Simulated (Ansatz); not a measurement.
# C$_{2}$H$_{8}$Si···H$_{2}$: what the fields show

Input file:

```
crystal:
  periodic: [false, false, false]
  atoms:
    - { symbol: Si, position_ang: [-0.862956, -0.148346, 0.030246] }
    - { symbol: C, position_ang: [0.495651, -1.415791, 0.336176] }
    - { symbol: H, position_ang: [-2.058201, -0.855649, -0.566194] }
    - { symbol: H, position_ang: [-1.34691, 0.472107, 1.315672] }
    - { symbol: C, position_ang: [-0.2971, 1.18469, -1.195059] }
    - { symbol: H, position_ang: [1.31738, 0.44619, 1.570858] }
    - { symbol: H, position_ang: [0.944334, 1.028559, 1.6999] }
    - { symbol: H, position_ang: [0.50543, -1.767151, 1.388009] }
    - { symbol: H, position_ang: [0.339494, -2.307159, -0.306732] }
    - { symbol: H, position_ang: [1.499809, -1.014359, 0.095987] }
    - { symbol: H, position_ang: [-0.047056, 0.725994, -2.174118] }
    - { symbol: H, position_ang: [0.603585, 1.715028, -0.8276] }
    - { symbol: H, position_ang: [-1.093461, 1.935889, -1.367046] }
basis:
  gaussian: { orbitals: def2-SVP }
hamiltonian:
  xc: revpbe
  dispersion: d4
relax:
  f_tol: 0.03
  max_steps: 50
output:
  orbitals: {}
```

Launched as:

```sh
ansatz run input.yaml --threads 2 --pin off --max-ram 3072MiB --backend cpu --events-out ev --progress --plain --runs-dir out
```

The fields are those of the relaxed geometry.

Computed with RKS revPBE-D4/def2-SVP in Ansatz.

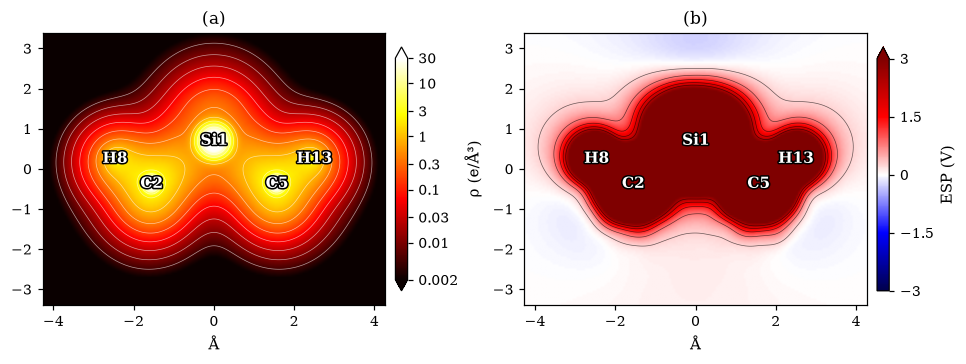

Figure 1. (a) electron density; (b) electrostatic potential on the plane of atoms Si1, C2 and H8.

Question: What does the map show?

Answer:
- The section cuts through Si, C and H sites.
- C–Si (1.90 Å): the density is about 0.92 e/Å³ at the midpoint.
- C–H (1.11 Å): ρ is about 1.8 e/Å³ halfway.
- The potential has no marked negative region in this plane.

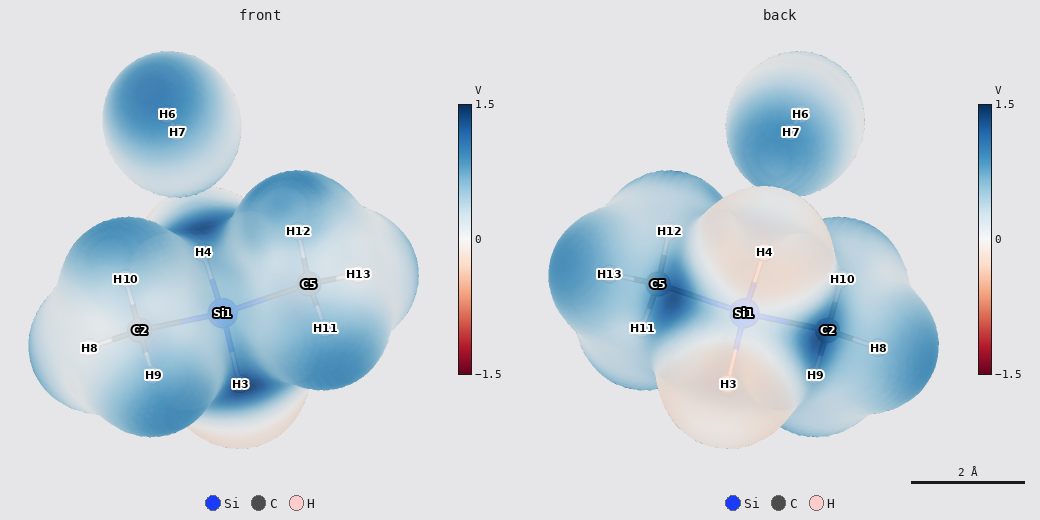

Figure 2. The electrostatic potential painted on the density surface at 0.004 e/bohr³, seen from the front and from behind; red is negative and blue positive.

Question: Describe the electrostatic potential map.

Answer: The most negative region (about −0.2 V) lies over H3 and H4, the most positive (about +1.3 V, or +30 kcal/mol for a unit charge) over Si1.

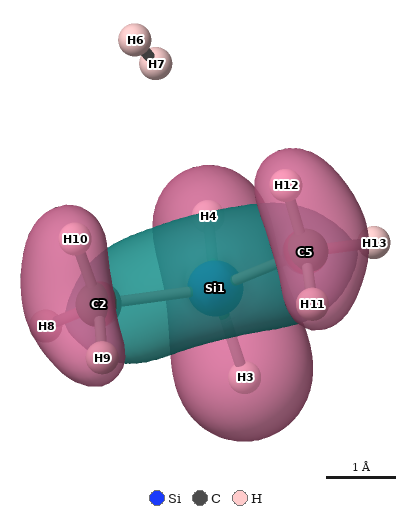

Figure 3. The HOMO−1 at ±0.1 Å⁻³ᐟ² (teal and pink are the two phases), seen across its widest extent.

Question: What is the character of this orbital?

Answer: Its weight (Hirshfeld) is mainly on Si1 (about 30 %), C5 (about 15 %), C2 (about 15 %), H3 (about 15 %) and H4 (about 10 %). Its energy is −7.49 eV.

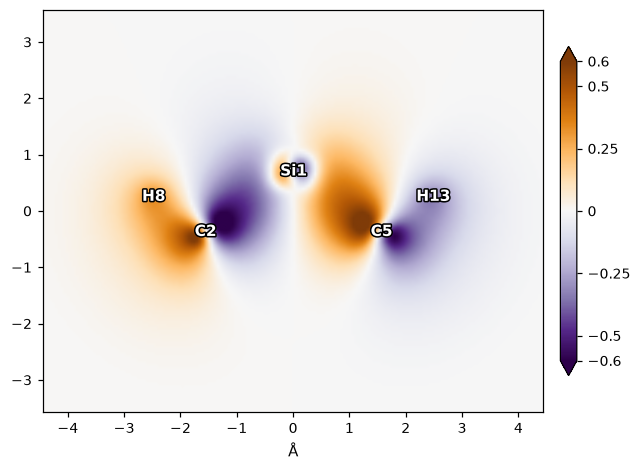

Figure 4. The HOMO on the plane of atoms Si1, C2 and H8 (values in Å⁻³ᐟ²; the overall sign is arbitrary).

Question: Where does this orbital lie, and at what energy?

Answer: Its weight (Hirshfeld) is mainly on C2 (about 30 %), C5 (about 25 %) and Si1 (about 25 %). Its energy is −7.39 eV.
